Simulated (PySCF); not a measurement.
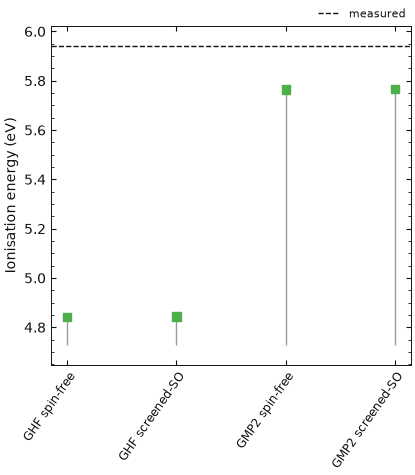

The ionisation energy of an atom or ion with 66 electrons in the configuration [Xe] (4f₅/₂)⁶ (4f₇/₂)⁴ 6s² by several methods. PySCF, x2c-SVPall-2c plus 1 diffuse shell for each l, two-component X2C-1e. 28 core electrons frozen.

Question: Name the element and charge.

Answer: Neutral dysprosium. The values run from 4.841 eV (GHF spin-free) to 5.767 eV (GMP2 screened-SO). The measured value is 5.939 eV; nearest to it come GMP2 screened-SO (−0.172) and GMP2 spin-free (−0.175), furthest GHF spin-free (−1.098 eV).
